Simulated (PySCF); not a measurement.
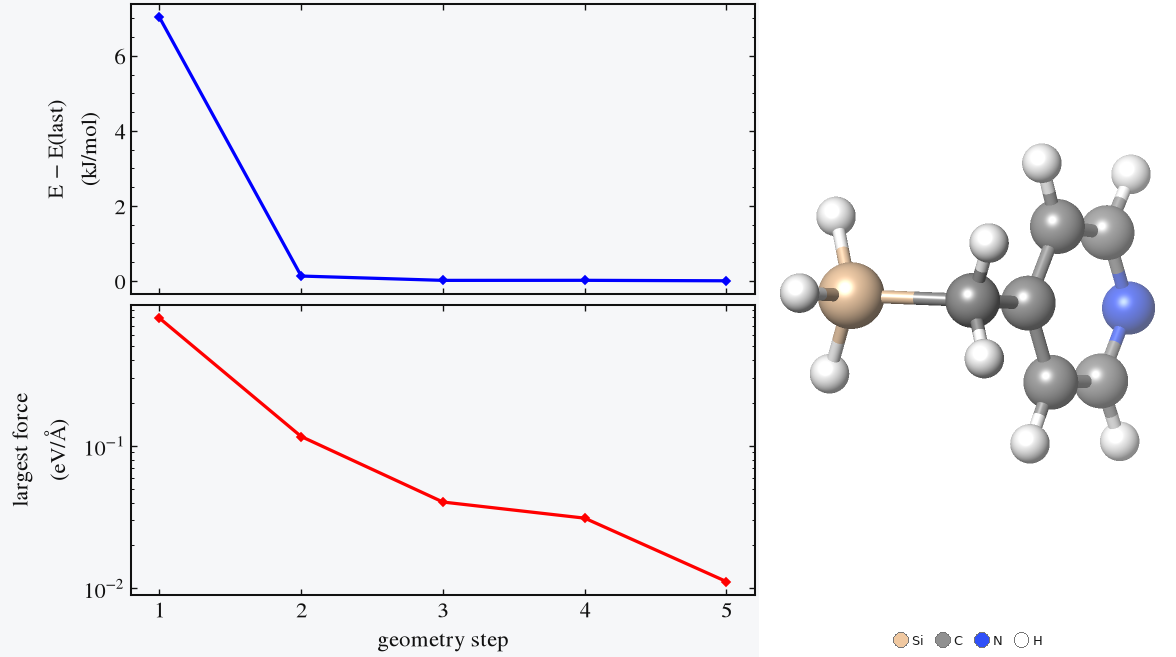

Beside the plot: the molecule at the start.

History of a geometry optimisation.

C₆H₉NSi (SMILES [SiH3]Cc1ccncc1); PySCF, PBE0-D3(BJ)/def2-SVP, geometry optimisation.

> How did it end, and what did it gain?

The optimisation met its thresholds at geometry 5, counting the start as the first. The energy fell by about 7 kJ/mol from the first step to the last. The largest force goes from about 0.79 eV/Å at the start to 0.011 eV/Å at the end.
